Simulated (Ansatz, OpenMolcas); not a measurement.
**SiH3F (SMILES F[SiH3]): methods side by side**

SiH3F: 5 atoms, total charge 0, spin state singlet. SMILES: `F[SiH3]`. The shape is that of a PBE0-D4/def2-TZVP optimisation.

```xyz
5

F    -1.2746    0.1628    0.8580
Si    0.0433   -0.0193   -0.0307
H    -0.3678   -0.1926   -1.4437
H     0.7686   -1.2179    0.4516
H     0.8805    1.1934    0.1234
```

Quantity: the energy change with the Si2–H3 bond stretched from 1.482 to 2.223 Å, in eV. The values are calculated.

| level | kind | program | value (eV) | CPU time (all runs) |
| --- | --- | --- | --- | --- |
| HF/STO-3G (restricted) | Hartree–Fock | Ansatz | 4.08 | 0.24 s |
| SVWN5/STO-3G (restricted) | LDA | OpenMolcas | 2.83 | 7.9 s |
| BLYP/STO-3G (restricted) | GGA | Ansatz | 2.65 | 1.9 s |
| revPBE/STO-3G (restricted) | GGA | Ansatz | 2.68 | 1.9 s |
| PBE0/STO-3G (restricted) | global hybrid | Ansatz | 3.15 | 1.9 s |
| CAM-B3LYP/STO-3G (restricted) | range-separated hybrid | Ansatz | 3.26 | 2.2 s |
| B2PLYP/STO-3G (restricted) | double hybrid | OpenMolcas | 3.22 | 7.8 s |
| MRCI(2,2)/STO-3G | multireference | OpenMolcas | 2.91 | 3.6 s |
| ACPF/STO-3G (restricted) | coupled cluster or CI | OpenMolcas | 2.79 | 3.5 s |
| CCSDTQ/STO-3G (restricted) | coupled cluster or CI | Ansatz | 2.89 | 7.3 s |

Spin-restricted single references rise too steeply as a bond breaks, Hartree–Fock most of all. The first shape isn't each level's own minimum. The values span 2.65 to 4.08 eV. All rows use very small basis sets, so even the best lies far from the true value. CPU times are rough (shared hosts, several kinds of processor): they show what a rung costs within a factor of a few.

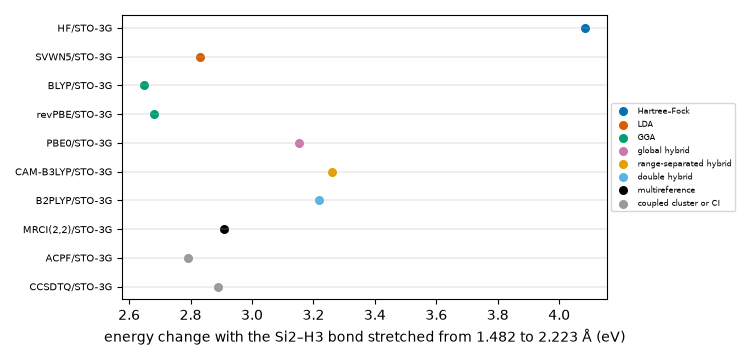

The values of the table, level by level.
